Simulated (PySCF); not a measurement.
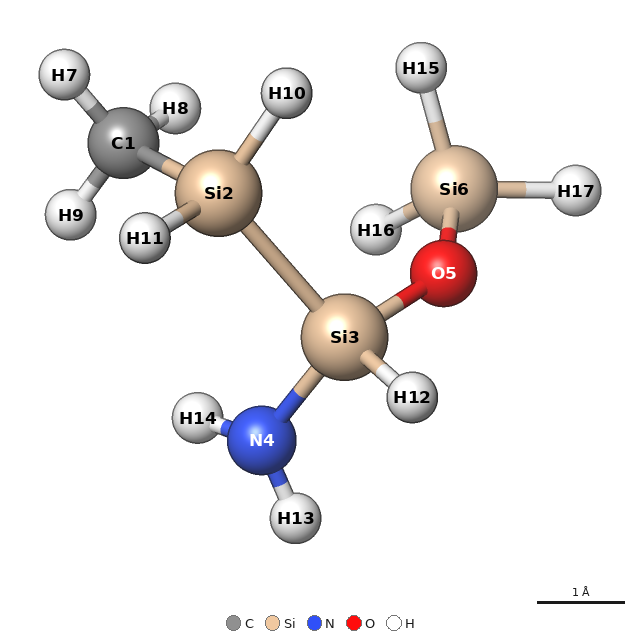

Numbered structure. The computed structure is the end point of a PBE0-D3(BJ)/def2-SVP optimisation. No frequency run is at hand to confirm it as a minimum.

What is the geometry at Si6?

Answer. Si6 has 4 neighbours (O5 at 1.65, H15 at 1.50, H16 at 1.50, H17 at 1.49 Å); the arrangement is tetrahedral.

What is the geometry at O5?

Answer. O5 has 2 neighbours (Si3 at 1.68, Si6 at 1.65 Å); the arrangement is bent.

What is the geometry at C1?

Answer. C1 has 4 neighbours (Si2 at 1.89, H7 at 1.10, H8 at 1.10, H9 at 1.10 Å); the arrangement is tetrahedral.

What is the geometry at Si3?

Answer. Si3 has 4 neighbours (Si2 at 2.34, N4 at 1.72, O5 at 1.68, H12 at 1.49 Å); the arrangement is tetrahedral.

What is the dihedral angle C1–Si2–Si3–N4?

Answer. 52° in size, that is gauche.
